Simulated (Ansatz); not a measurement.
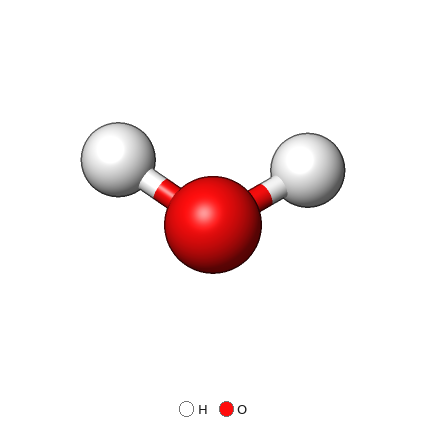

A ball-and-stick model of a molecule. Every bond is drawn as one stick, whatever its order.

Give the formula.

H₂O, 3 atoms: 2 hydrogen and 1 oxygen.

What is the point group of this geometry?

C2v.

Count the bonded pairs by element.

2 O–H. Sticks follow a distance rule.

More results for the same structure follow; atom numbers are the same in all pictures, views and colours differ. The geometry was computed by an optimisation with PBE0-D4/def2-TZVP.

**Dipole moment**

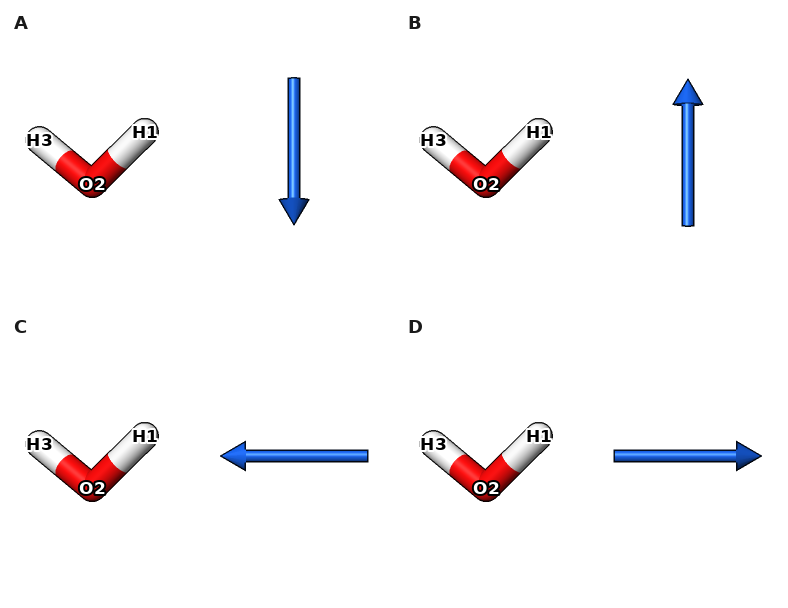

The same molecule four times, each with an arrow. Level of theory: RKS PBE0-D4/def2-TZVP (Ansatz 0.2.0).

Which arrow points along the dipole moment, from the negative to the positive end?

B. The dipole moment is 2.07 D; it points from the side of O2 to the side of H1, H3 (the outermost atoms at the two ends).

**Electronic properties**

Level of theory: CCSD(T)/CBS estimate, frozen core: CCSD(T) correlation extrapolated from def2-TZVPP and def2-QZVPP (Ansatz 0.2.0).

Give the T1 diagnostic at this level.

0.008.

**Charges**

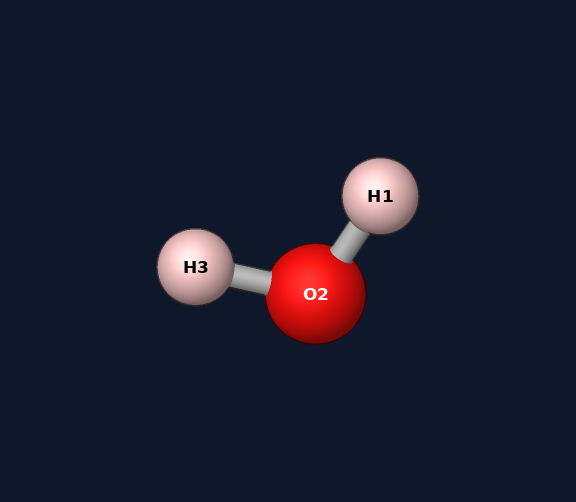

The questions are on Mulliken charges. Level of theory: RKS PBE0-D4/def2-TZVP (Ansatz 0.2.0).

List the Mulliken charges.

```
atom  value (e)
  H1       0.32
  O2      −0.65
  H3       0.32
```

Mulliken values depend strongly on the basis set and can even reverse the polarity of a bond.
